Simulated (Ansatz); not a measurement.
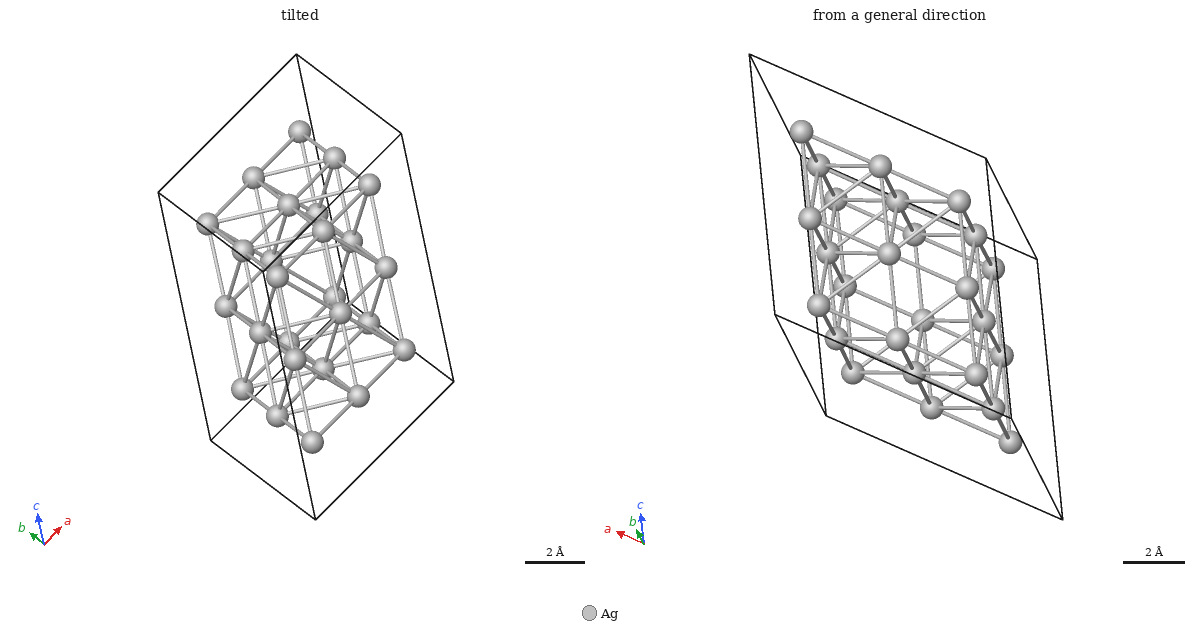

Ball-and-stick drawing of the structure, looking slightly off an axis and from a general direction. Atoms at the boundary of the supercell (the box) are drawn once for each face, edge or corner they touch. The host is Ag, in a cell of 27 sites, and the cell is neutral.

### Describe the defect.

A silver vacancy. Around the empty site lie twelve Ag at about 2.9 Å.

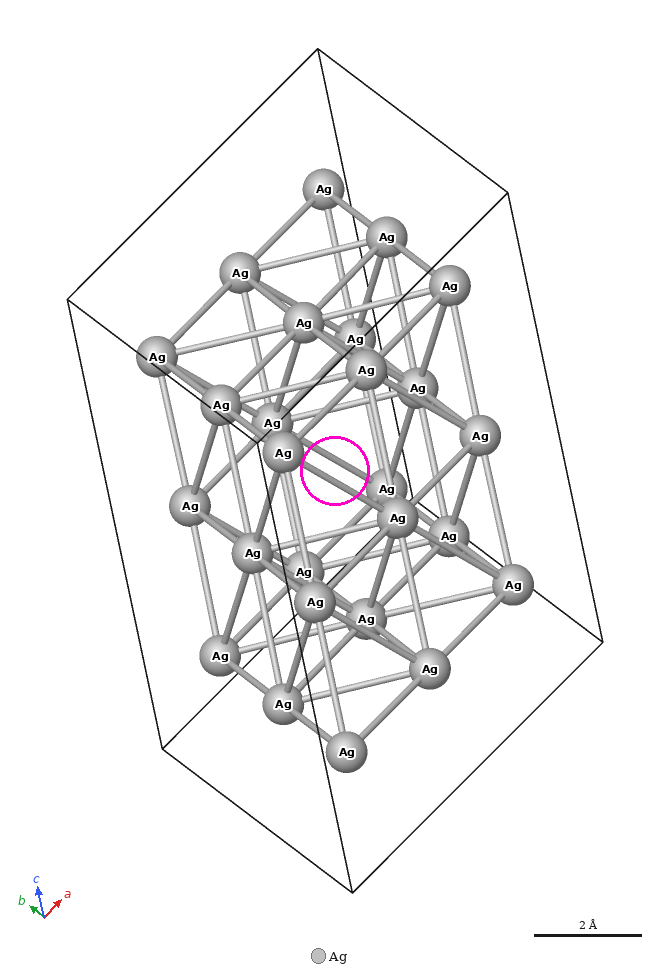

The same cell with a ring at the defect's site.

The atoms were relaxed in the host's cell with Ansatz, DFT r2SCAN, scalar-relativistic, plane waves, PAW.
